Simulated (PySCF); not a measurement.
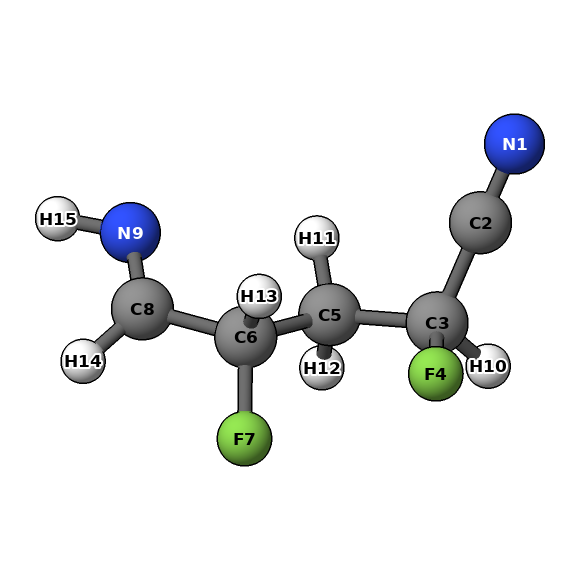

Geometry: an image of a reaction path computed with GFN2-xTB, not a minimum. Level of theory: GIAO PBE0/pcSseg-1 NMR shielding, non-relativistic, gas phase (PySCF 2.14.0). Principal shieldings σ11 ≤ σ22 ≤ σ33, span Ω = σ33 − σ11, skew κ = 3(σiso − σ22)/Ω.

Which C atom has the most anisotropic shielding?

Answer. C2, with a span of 354 ppm.

Give the shielding tensors of the C atoms.

| atom | σ11 | σ22 | σ33 | σiso | Ω | κ |
| --- | --- | --- | --- | --- | --- | --- |
| C2 | −57.1 | −45.6 | 296.4 | 64.6 | 353.6 | 0.94 |
| C3 | 70.5 | 97.8 | 158.8 | 109.0 | 88.3 | 0.38 |
| C5 | 125.4 | 152.3 | 161.2 | 146.3 | 35.8 | −0.50 |
| C6 | 62.0 | 81.7 | 137.5 | 93.7 | 75.6 | 0.48 |
| C8 | −97.5 | 7.7 | 108.9 | 6.4 | 206.4 | −0.02 |

Shieldings and span in ppm.
